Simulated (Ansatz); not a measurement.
Consider SrVO3 (Pm-3m).

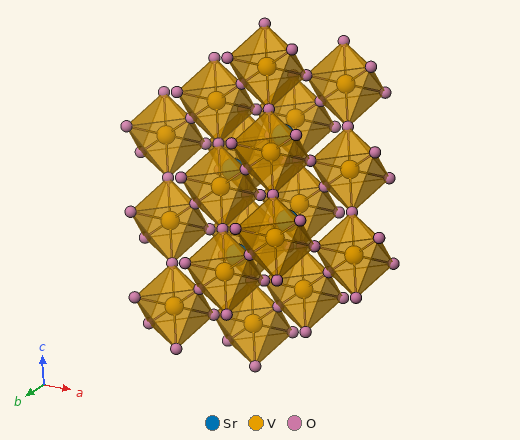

The structure (strontium blue, vanadium orange, oxygen pink). 1×2×2 cells are drawn. Some periodic images of atoms are drawn too.

```xyz
5
Lattice="-3.8409 0.0000 0.0000 0.0000 0.0000 -3.8409 0.0000 -3.8409 0.0000" Properties=species:S:1:pos:R:3 pbc="T T T"
Sr   -1.9204   -1.9204   -1.9204
V     0.0000    0.0000    0.0000
O    -1.9204    0.0000    0.0000
O     0.0000    0.0000   -1.9204
O     0.0000   -1.9204    0.0000
```

The cell and positions come from the Crystallography Open Database and are kept as given unless a step says otherwise. The program's search for lower electronic states was switched off, so nothing shows that the state found is the lowest. PAW set soft_2, made with PBE.

A constrained-RPA run (Ansatz 0.2.0; non-magnetic PBEsol; V t2g, bands v1 to c2, 6×6×6 mesh, medium accuracy) builds 3 functions on bands 2.5 eV wide, with 1.0 electrons in the window. The bare on-site interaction is 16.1 eV and the bare J 0.56 eV.

Estimate U, U′ and J.

On the V t2g shell, U = 3.23 eV (20 % of the bare value), U′ = 2.37 eV, J = 0.41 eV.

The parent state is non-magnetic and the interaction static (zero frequency); U depends on the window and the orbitals, so it belongs to this model alone.

[Paths, hosts, dates, memory and timing lines, banners, echoed tables and standing remarks are left out of the program output.]

[Logs are printed without paths, hosts, clocks, repeated set-up lines and the standing remarks that a program may print on its own settings, such as how far it seeks lower states.]

[Runs of the session that timed out or met a known fault of the program may be left out.]

[Hosts, paths, dates, database ids (printed as entryN), source tags and the programs' standing remarks are cut or masked in the printed files.]
